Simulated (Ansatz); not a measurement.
# CH7NOSi (SMILES CO[SiH2]N) at CAM-B3LYP/cc-pVDZ

Aim: the vertical singlet–triplet gap of CH7NOSi at CAM-B3LYP/cc-pVDZ, from 2 runs. 

Program for the calculation: Ansatz 0.2.0.

123 further runs of the same task are left out: 123 set aside as unsound or not needed.

## Step 1: The system as given

The species is CH7NOSi (11 atoms), meant as a singlet with charge 0. SMILES: `CO[SiH2]N`. The shape is that of a PBE0-D4/def2-TZVP optimisation. This is one conformer, not always the lowest.

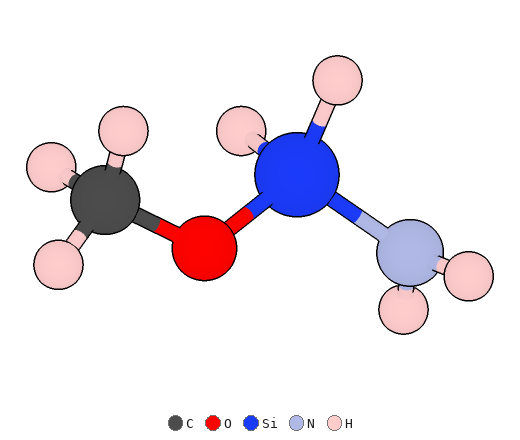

The structure, seen from a chosen angle (carbon dark grey, oxygen red, silicon blue, nitrogen light blue, hydrogen pink).

## Step 2: The energy at CAM-B3LYP/cc-pVDZ

Input file molecule.yaml:

```yaml
crystal:
  periodic: [false, false, false]
  atoms:
    - symbol: C
      position_ang: [-0.655300, 1.711900, 0.500200]
    - symbol: O
      position_ang: [-0.610600, 0.508700, -0.227100]
    - symbol: Si
      position_ang: [0.533800, -0.642700, 0.054300]
    - symbol: N
      position_ang: [0.344700, -2.006900, -0.943700]
    - symbol: H
      position_ang: [0.258400, 2.302900, 0.362300]
    - symbol: H
      position_ang: [-1.501500, 2.301200, 0.142400]
    - symbol: H
      position_ang: [-0.790700, 1.531800, 1.573800]
    - symbol: H
      position_ang: [0.421900, -1.079900, 1.472300]
    - symbol: H
      position_ang: [1.874600, -0.055000, -0.212100]
    - symbol: H
      position_ang: [-0.403400, -2.661100, -0.783300]
    - symbol: H
      position_ang: [0.593600, -1.968000, -1.918400]
basis:
  gaussian:
    orbitals: cc-pVDZ
hamiltonian:
  xc: {name: CAM-B3LYP}
accuracy: high
output: {orbitals: {seedname: orbitals}}
```

Started as:

```bash
$ ansatz run molecule.yaml --threads 1 --pin off --max-ram 3480MiB --events-out events.jsonl --progress --plain --runs-dir runs
```

The log of the run:

```text
Warning: RAYON_NUM_THREADS=1 ignored (pool sized by the plan → 1); use --threads N
Functional definition: CAM-B3LYP
  name "CAM-B3LYP"
  parameter alpha = 0.19
  parameter beta = 0.46
  parameter omega = 0.33/bohr
  parameter ac = 0.81
  exchange = (1 - alpha - beta)*b88_x + beta*b88_x_sr(omega) + alpha*exact_x + beta*exact_x_lr(omega)
  correlation = (1 - ac)*vwn5_c + ac*lyp_c
2294 factors; integrals over basis functions are off by at most 6.4e-9 eV
456 factors; integrals over basis functions are off by at most 2.3e-9 eV
mean field evaluation 1: about -12558.3901 eV, gradient 5.9e1 eV
mean field evaluation 2: about -12556.3636 eV, gradient 6.7e1 eV
mean field evaluation 4: about -12564.8868 eV, gradient 2.7e0 eV
mean field evaluation 8: about -12565.0821 eV, gradient 1.2e-1 eV
mean field evaluation 16: about -12565.0821 eV, gradient 9.2e-6 eV
mean field -12565.08213364 eV, -461.7582514926 hartree, gradient 5.2e-8 eV, S^2 0.000000; 0 other end points of the search recorded, 0 dependent functions left out
reference -12565.08215454 eV, -461.7582522609 hartree; 21, 21 occupied and 74, 74 virtual orbitals, 2294 factors
Total energy: -12565.08215454 eV, -461.7582522609 hartree
```

It took 10 s on 1 thread of Arm Neoverse V2, shared host; peak memory 0.38 GiB.

## Step 3: The triplet at the same level

Input file job.yaml:

```yaml
crystal:
  periodic: [false, false, false]
  atoms:
    - {symbol: C, position_ang: [-0.655300, 1.711900, 0.500200]}
    - {symbol: O, position_ang: [-0.610600, 0.508700, -0.227100]}
    - {symbol: Si, position_ang: [0.533800, -0.642700, 0.054300]}
    - {symbol: N, position_ang: [0.344700, -2.006900, -0.943700]}
    - {symbol: H, position_ang: [0.258400, 2.302900, 0.362300]}
    - {symbol: H, position_ang: [-1.501500, 2.301200, 0.142400]}
    - {symbol: H, position_ang: [-0.790700, 1.531800, 1.573800]}
    - {symbol: H, position_ang: [0.421900, -1.079900, 1.472300]}
    - {symbol: H, position_ang: [1.874600, -0.055000, -0.212100]}
    - {symbol: H, position_ang: [-0.403400, -2.661100, -0.783300]}
    - {symbol: H, position_ang: [0.593600, -1.968000, -1.918400]}
basis:
  gaussian:
    orbitals: cc-pVDZ
magnetization:
  spin_polarized: true
  initial_magnetization: 2
hamiltonian:
  xc: {name: CAM-B3LYP}
accuracy: high
output:
  orbitals: {seedname: orbitals}
```

Started as:

```bash
$ ansatz run job.yaml --threads 1 --pin off --max-ram 3480MiB --events-out events.jsonl --progress --plain --runs-dir runs
```

The log of the run:

```text
Warning: RAYON_NUM_THREADS=1 ignored (pool sized by the plan → 1); use --threads N
[... 8 set-up lines as earlier in the session ...]
2294 factors; integrals over basis functions are off by at most 6.4e-9 eV
456 factors; integrals over basis functions are off by at most 2.3e-9 eV
mean field evaluation 1: about -12548.4930 eV, gradient 4.3e1 eV
mean field evaluation 2: about -12538.9193 eV, gradient 6.1e1 eV
mean field evaluation 4: about -12556.6342 eV, gradient 4.5e0 eV
mean field evaluation 8: about -12557.0257 eV, gradient 3.1e0 eV
mean field evaluation 16: about -12558.1362 eV, gradient 3.9e-1 eV
mean field evaluation 32: about -12557.8547 eV, gradient 1.8e0 eV
mean field -12558.13921503 eV, -461.5031039398 hartree, gradient 3.1e-8 eV, S^2 2.002375; 4 other end points of the search recorded, 0 dependent functions left out
reference -12558.13923758 eV, -461.5031047687 hartree; 22, 20 occupied and 73, 75 virtual orbitals, 2294 factors
Total energy: -12558.13923758 eV, -461.5031047687 hartree
```

Wall time 25 s (1 thread of Arm Neoverse V2, shared host); peak memory 0.54 GiB.

## Step 4: What came out

At CAM-B3LYP/cc-pVDZ:

```
                                        quantity          value
                           singlet: total energy  -461.75825 Eh
                            singlet: HOMO energy       -8.93 eV
                            singlet: LUMO energy        2.49 eV
                          singlet: HOMO–LUMO gap       11.41 eV
                           triplet: total energy  -461.50310 Eh
     triplet: HOMO energy (highest over α and β)       -2.32 eV
                                   triplet: ⟨S²⟩          2.002
vertical energy of the triplet above the singlet       6.943 eV
```

What this shows: At this shape the triplet lies 6.94 eV (670 kJ/mol) above the singlet.
